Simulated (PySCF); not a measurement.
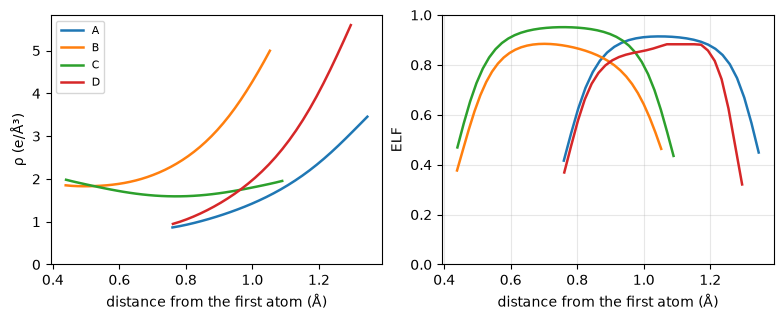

Figure. C₄H₁₅NO₂Si₂. Electron density and ELF along straight lines between neighbouring atoms. The curves leave out the atomic cores.

Geometry: GFN2-xTB.

Level of theory: PBE0/pcSseg-1, SCF density, gas phase, non-relativistic in PySCF.

```yaml
atoms:
  - { symbol: C, position_ang: [-2.3437, 0.9417, -0.3510] }
  - { symbol: C, position_ang: [-1.2664, 0.0464, 0.2624] }
  - { symbol: C, position_ang: [-1.4961, -1.4032, -0.1924] }
  - { symbol: O, position_ang: [-0.8242, -2.3584, 0.5857] }
  - { symbol: Si, position_ang: [0.5101, 0.6730, -0.1609] }
  - { symbol: C, position_ang: [0.6273, 2.4790, 0.4469] }
  - { symbol: O, position_ang: [0.7051, 0.6349, -1.7943] }
  - { symbol: Si, position_ang: [2.2912, -0.6008, 0.5649] }
  - { symbol: N, position_ang: [2.0562, -2.1594, -0.1634] }
  - { symbol: H, position_ang: [-3.3379, 0.5962, -0.0695] }
  - { symbol: H, position_ang: [-2.2349, 1.9686, -0.0113] }
  - { symbol: H, position_ang: [-2.2821, 0.9285, -1.4386] }
  - { symbol: H, position_ang: [-1.4029, 0.0544, 1.3479] }
  - { symbol: H, position_ang: [-2.5594, -1.6498, -0.0919] }
  - { symbol: H, position_ang: [-1.2292, -1.5043, -1.2553] }
  - { symbol: H, position_ang: [0.1277, -2.3167, 0.4040] }
  - { symbol: H, position_ang: [0.3898, 2.5658, 1.5014] }
  - { symbol: H, position_ang: [1.6345, 2.8598, 0.3085] }
  - { symbol: H, position_ang: [-0.0433, 3.1400, -0.0955] }
  - { symbol: H, position_ang: [0.1548, 1.1506, -2.3805] }
  - { symbol: H, position_ang: [2.3150, -0.9160, 1.9973] }
  - { symbol: H, position_ang: [3.6044, 0.0035, 0.2628] }
  - { symbol: H, position_ang: [1.9439, -2.1908, -1.1655] }
  - { symbol: H, position_ang: [2.6484, -2.9234, 0.1244] }
```

Q: Which curve belongs to which contact (C–C, C–O, Si–N and Si–O)? The first atom named is at distance zero.

A: Curve A: Si–N (1.74 Å): ρ is about 1.1 e/Å³ halfway; the ELF peaks at about 0.90 between the atoms (a shared but strongly polarised pair). Curve B: C–O (1.40 Å): the density is about 2.1 e/Å³ at the midpoint, with its minimum of 1.8 e/Å³ about 0.5 Å from C; the ELF peaks at about 0.90 between the atoms, as expected for a shared but strongly polarised pair. Curve C: C–C (1.53 Å): ρ is about 1.6 e/Å³ halfway; the ELF peaks at about 0.95 between the atoms, as expected for a shared electron pair. Curve D: Si–O (1.65 Å): ρ at the midpoint is about 1.1 e/Å³; the ELF peaks at about 0.90 between the atoms, as expected for a polar covalent bond.
